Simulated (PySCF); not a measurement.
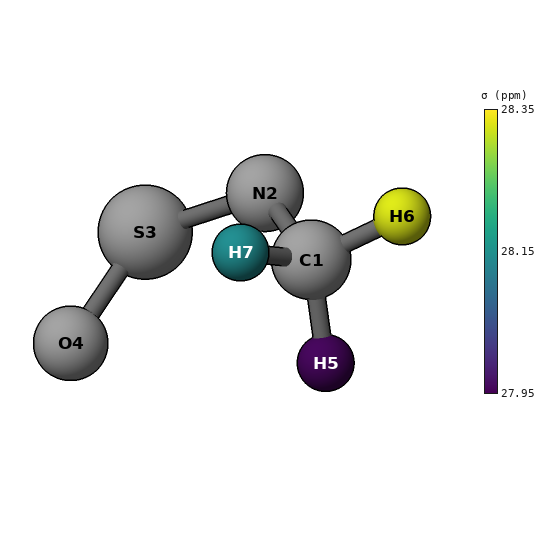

Atoms are coloured by their isotropic NMR shieldings (H only, the others grey). The geometry was computed by an optimisation with PBE0-D3(BJ)/def2-TZVP. No frequency run is at hand to confirm it as a minimum. Level of theory: GIAO WP04/pcSseg-2 NMR shielding, non-relativistic, IEF-PCM chloroform (PySCF 2.14.0).

List the isotropic NMR shieldings of the H atoms.

| atom | σ (ppm) |
| --- | --- |
| H5 | 27.96 |
| H6 | 28.33 |
| H7 | 28.14 |
